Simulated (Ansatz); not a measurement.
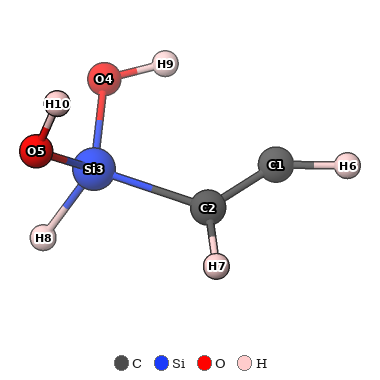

The system is C2H5O2Si, SMILES [CH]=C[SiH](O)O, spin multiplicity 2; the picture shows the reference structure. First axis: umbrella angle at C2 (between each of its bonds and their common axis; 90 is planar). Second axis: change of the bonds C2–C1, C2–Si3, C2–H7, all alike. Nothing is relaxed (all other coordinates rigid). Grid: 9 × 9 points. Points are written as (first, second). All energies are given in kJ/mol relative to the lowest grid point. All numbers below come from UKS PBE-D4/def2-SVP (Ansatz).

Its coordinates:

```xyz
10

C    -1.6383    0.6081   -0.6762
C    -0.7552   -0.3691   -0.7191
Si    0.6200   -0.4696    0.5849
O     0.4178    0.8448    1.6030
O     2.1353   -0.4864   -0.1260
H    -2.5213    0.9921   -1.2076
H    -0.7911   -1.1436   -1.5219
H     0.5741   -1.7618    1.3312
H    -0.3358    1.4015    1.3274
H     2.3777    0.3329   -0.5929
```

Range: umbrella angle at C2 (between each of its bonds and their common axis; 90 is planar) from 66 to 114°; change of the bonds C2–C1, C2–Si3, C2–H7, all alike from −0.159 to 0.245 Å.

Question: What will the energy surface look like?

Answer: The lowest grid point is at (90°, −0.007 Å). It is the only kind of minimum in the scanned range. The highest grid point, (114°, −0.159 Å), lies 299 kJ/mol above the lowest. Round the minimum the two coordinates are nearly uncoupled.

```
second ↓, first →   66   72   78   84   90   96  102  108  114
            0.245  256  238  226  219  216  218  224  236  255
            0.195  198  176  161  152  149  151  159  174  197
            0.144  146  121  103   92   88   91  102  119  146
            0.094  108   78   58   45   41   45   56   77  107
            0.043   85   52   28   14    9   13   27   51   85
           −0.007   84   47   21    5    0    5   20   46   84
           −0.058  113   72   44   26   20   26   43   72  114
           −0.108  180  135  103   85   78   84  103  135  180
           −0.159  298  249  215  195  188  194  214  249  299
```

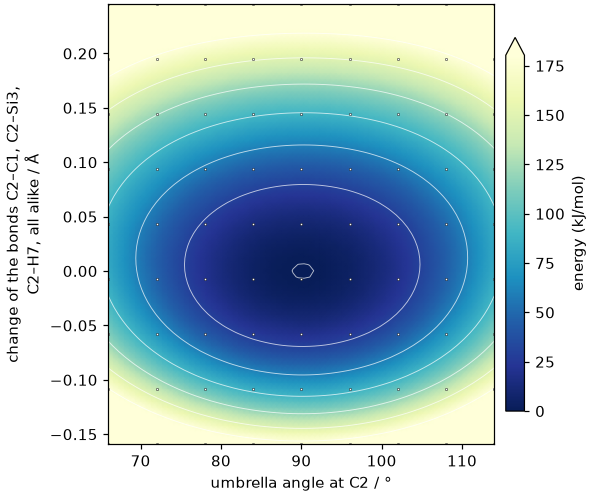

Drawn: a smooth colour map with a few white contour lines, dots at the grid points, one colour for all values above the top of the scale. Between grid points the surface is interpolated.

The whole map (81 points run) took 12 min on 1 thread of Arm Neoverse V2, with other jobs on the host.
